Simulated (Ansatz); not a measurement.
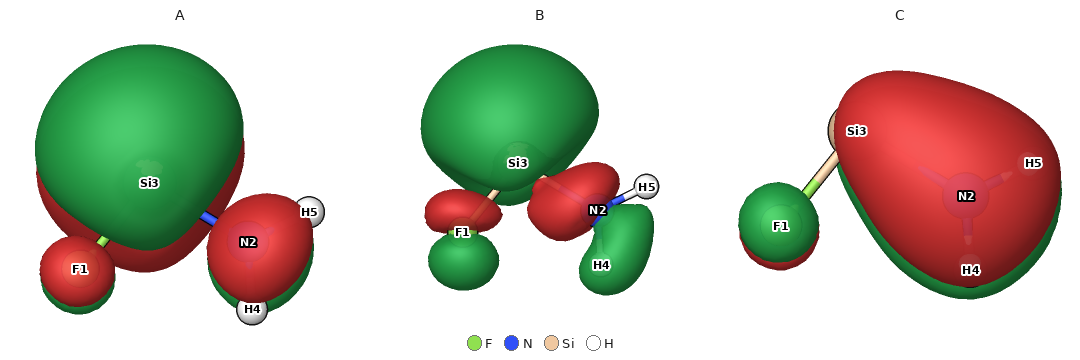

The picture shows: FH₂NSi. Three frontier orbitals at ±0.08 Å⁻³ᐟ² (green and red are the two phases), in no order.

Geometry: PBE0-D3(BJ)/pcseg-1.

Computed with isolated molecule in a Gaussian basis; Kohn-Sham density functional theory, functional PBE0 (Ansatz 0.2.0).

Input

```
crystal:
  periodic: [false, false, false]
  atoms:
    - symbol: F
      position_ang: [-0.931800, -0.183491, -0.815509]
    - symbol: N
      position_ang: [0.514620, 1.033388, 0.863899]
    - symbol: Si
      position_ang: [-1.141850, 0.733124, 0.546523]
    - symbol: H
      position_ang: [1.286231, 0.687760, 0.298713]
    - symbol: H
      position_ang: [0.827088, 1.587129, 1.654074]
basis:
  gaussian: {orbitals: def2-TZVPD}
hamiltonian: {xc: pbe0}
output: {forces: true, orbitals: {seedname: orbitals}}
```

Command:

```sh
ansatz run input.yaml --threads 1 --pin off --max-ram 2610MiB --events-out events.jsonl --progress --plain --runs-dir runs
```

Order the three orbitals by energy and name them.

Answer. C is the HOMO−1 (−8.59 eV). By Hirshfeld shares it lies mainly on N2 (about 70 %) and Si3 (about 20 %); it changes sign across the molecular plane (π type). B is the HOMO (−7.35 eV). Its weight (Hirshfeld) is mainly on Si3 (about 80 %), N2 (about 10 %) and F1 (about 10 %); it is symmetric in the molecular plane (an in-plane orbital: σ, lone-pair or in-plane π type). A is the LUMO (−1.32 eV). It lies mainly on Si3 (about 80 %) and N2 (about 10 %); it changes sign across the molecular plane (π type).

What is the HOMO–LUMO gap?

Answer. 6.03 eV between the orbital energies.
